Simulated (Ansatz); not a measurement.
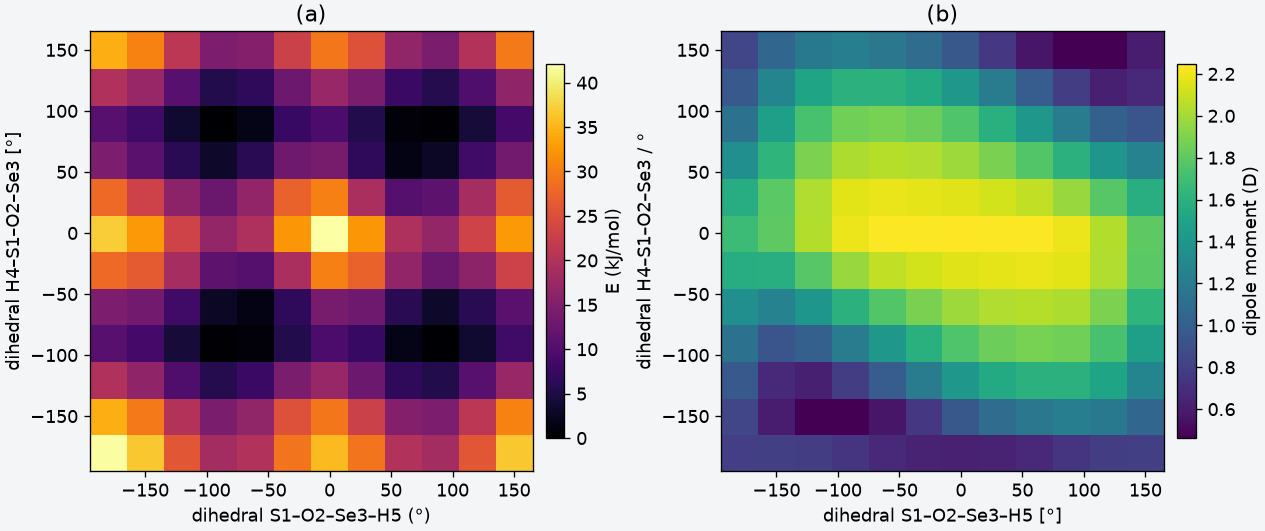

H₂OSSe, SMILES SO[SeH]. The first coordinate is: dihedral S1–O2–Se3–H5; the second: dihedral H4–S1–O2–Se3. Nothing is relaxed (all other coordinates rigid). Grid: 12 × 12 points; 74 points were computed and 70 follow by symmetry. All energies are given in kJ/mol relative to the lowest grid point. The calculation used Ansatz, RKS BHLYP-D4/def2-TZVP.

Panel (a) is the energy and panel (b) the computed dipole moment on the same grid.

The picture shows one coloured cell a grid point.

> How does the dipole moment vary over the map, and what is it at the lowest grid point?

Leaving out the highest fifth of the energies, it runs from 0.46 D at dihedral S1–O2–Se3–H5 = −90°, dihedral H4–S1–O2–Se3 = −150° to 2.24 D at dihedral S1–O2–Se3–H5 = −60°, dihedral H4–S1–O2–Se3 = 0°. At the lowest grid point, dihedral S1–O2–Se3–H5 = −90°, dihedral H4–S1–O2–Se3 = 90°, it is 1.86 D.
